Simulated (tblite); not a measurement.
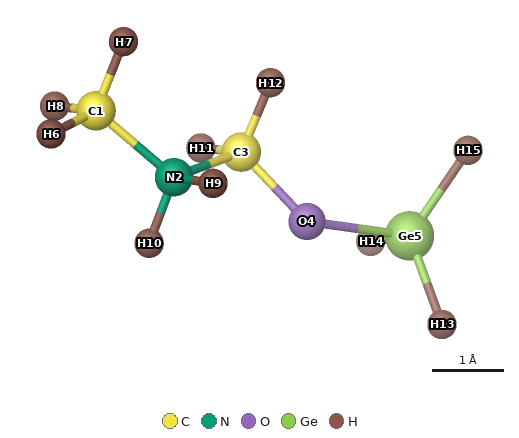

The structure (ball-and-stick view, seen at a tilt; atoms are numbered from 1 in the order of the input). Sticks mark near contacts.

## C2H10GeNO (charge +1): frequency calculation

- system: C2H10GeNO, charge +1, SMILES C[NH2+]C[O][GeH3]
- method: GFN2-xTB harmonic vibrations, gas phase (tblite 0.8.0)

It belongs to a series of runs on one base structure; here: H on C replaced by OGeH3.

Log
```
mode    cm-1     km/mol
  1     -18.1      6.32
  2      77.7     10.73
  3     101.9      1.48
  4     150.3      5.85
  5     218.4      1.04
  6     243.1      1.58
  7     314.1     16.47
  8     548.5    153.26
  9     552.4     84.40
 10     592.1    107.15
 11     728.8    153.73
 12     765.9    119.67
 13     797.2     57.53
 14     798.6    154.13
 15     883.6    118.59
 16     934.1      2.76
 17    1037.0     40.65
 18    1089.8     10.68
 19    1138.8     11.33
 20    1160.5    146.60
 21    1203.7      0.11
 22    1234.9      3.02
 23    1277.3    116.19
 24    1325.9     59.03
 25    1410.9     14.75
 26    1445.9     29.14
 27    1451.3     34.78
 28    1462.6     48.46
 29    1471.8     22.81
 30    1988.9     57.43
 31    2060.3    396.36
 32    2156.2    270.43
 33    2883.3     12.01
 34    2900.5     22.96
 35    3058.9      0.66
 36    3060.2      0.06
 37    3060.8      0.52
 38    3193.3     56.92
 39    3201.7     31.96
```

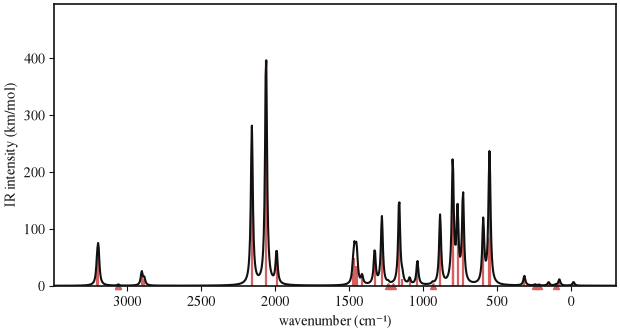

Harmonic infrared spectrum, unscaled: sticks (degenerate modes added up, dark ones marked on the axis) with a Lorentzian envelope of 16 cm⁻¹ full width, scaled to the tallest stick; imaginary modes are drawn at negative wavenumbers. 39 modes from 18i to 3202 cm⁻¹, 1 imaginary beyond 8i (18i cm⁻¹): not a clean minimum; so soft a mode can be a shallow saddle, an incomplete relaxation or noise of the force constants. The strongest line is at 2060 cm⁻¹ (396 km/mol).

This output came from the following input.

Input file
```
{"job": {"kind": "ir", "xc": "GFN2-xTB", "basis": "xTB"}, "charge": 1, "multiplicity": 1}
C     -2.374413    -0.036350     0.542398
N     -1.205518     0.166815    -0.330806
C      0.130876    -0.104220     0.316632
O      1.062128     0.138297    -0.650288
Ge     2.890356     0.012573    -0.555256
H     -3.293292     0.178239     0.000488
H     -2.403327    -1.067273     0.890143
H     -2.312446     0.623754     1.405482
H     -1.259740    -0.437978    -1.162232
H     -1.173406     1.134129    -0.681898
H      0.218732     0.565150     1.183741
H      0.124199    -1.147344     0.662022
H      3.135287     0.426545    -1.957069
H      3.291063     0.972052     0.521063
H      3.165089    -1.416399    -0.206331
```

The first line tells a small driver script what to run in tblite; the rest is the geometry in Å.

Command:
```bash
OMP_NUM_THREADS=1 python <driver script> task.json out
```

Summary

| quantity | value |
| --- | --- |
| outcome | converged |
| total energy | −486.3107 eV |
| zero-point energy | 74.3110 kcal/mol |
| hardware | 1 CPU thread, shared host |
| wall time | 0.57 s |
| peak memory | 0.18 GiB |
